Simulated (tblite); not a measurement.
# C4H7FO2Si: the cost of one run

Computed with tblite 0.8.0 and PySCF 2.14.0, with density-fitted response routines of our own, on a single molecule in the gas phase. Atoms are numbered from 0 throughout.

### Step 1. Starting geometry

15 atoms, charge 0, multiplicity 1; geometry from: force field or distance geometry start.

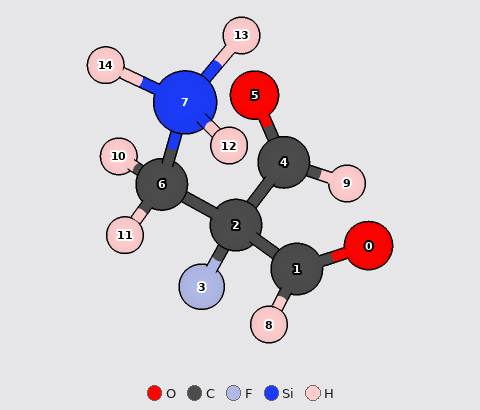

As it starts; oxygen red, carbon dark grey, fluorine light blue, silicon blue, hydrogen pink, atoms numbered; sticks join atoms by distance.

### Step 2. Geometry optimisation with GFN2-xTB

Job settings and geometry (Å):

```
{"job": {"kind": "relax", "xc": "GFN2-xTB", "basis": "xTB"}, "charge": 0, "multiplicity": 1}
O     -2.071500     0.030400    -1.370900
C     -1.121000    -0.698600    -1.191500
C     -0.420800    -0.896700     0.163000
F     -0.275200    -2.239800     0.350300
C     -1.274000    -0.335900     1.306100
O     -0.818900     0.200600     2.303100
C      0.993700    -0.312200     0.129800
Si     1.204100     1.501500    -0.250800
H     -0.666100    -1.273500    -2.016800
H     -2.363800    -0.510700     1.217100
H      1.467500    -0.517100     1.099600
H      1.580000    -0.885900    -0.595700
H      0.797900     1.705600    -1.659300
H      0.345700     2.343000     0.602200
H      2.618100     1.897100    -0.108200
```

On the command line:

```bash
$ OMP_NUM_THREADS=1 python probes_run.py task.json out
```

The driver reads the jobs from task.json and runs them one after another.

Q: Estimate the wall time and peak memory of this first job on 1 thread of Arm Neoverse N1, shared host.

About 1 s, with a peak of 0.18 GiB.
